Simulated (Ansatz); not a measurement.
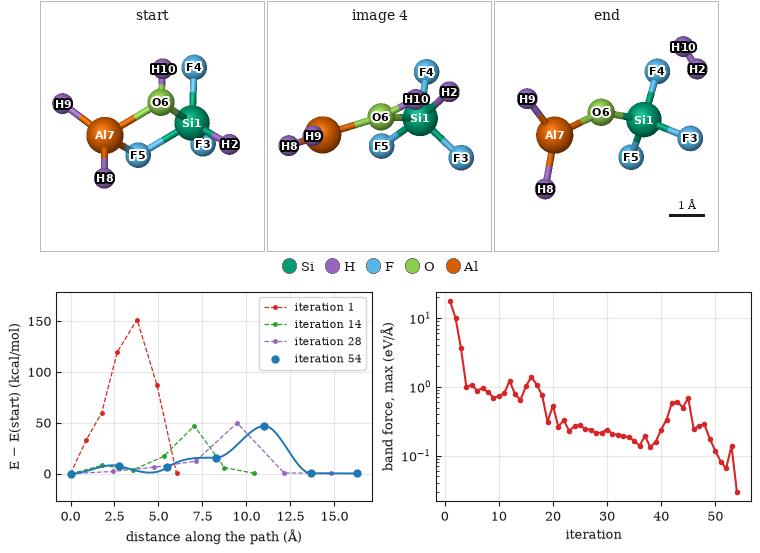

A nudged-elastic-band calculation for AlSiH4OF3. Images are numbered from 0 (start) to 6 (end). The plot follows the band through its iterations. The picture is a ball-and-stick view, seen at a tilt.

Computed with RKS B3LYP-D4/cc-pVDZ in Ansatz. Settings: 5 movable images; climbing image; force threshold 0.03 eV/Å; iteration limit 60; starting path through a guess of the saddle point.

> Did the band converge, and can the barrier be trusted?

The run is converged, with reservations. The band converged in 54 iterations. The largest component of the band force went from 18 to 0.03 eV/Å. The climbing image converged on the top of the path. Its vibrational analysis gives 2 imaginary modes over 30i cm⁻¹, so it isn't confirmed as a transition state. The first iteration put the highest image at 151.6 kcal/mol. The energy climbs by 46.9 kcal/mol to image 4 and then falls by 46.6 kcal/mol, so the end point sits at +0.4 kcal/mol.

The run took 8.8 min on 4 threads of Arm Neoverse V1, on a shared host, peak memory 0.3 GiB.
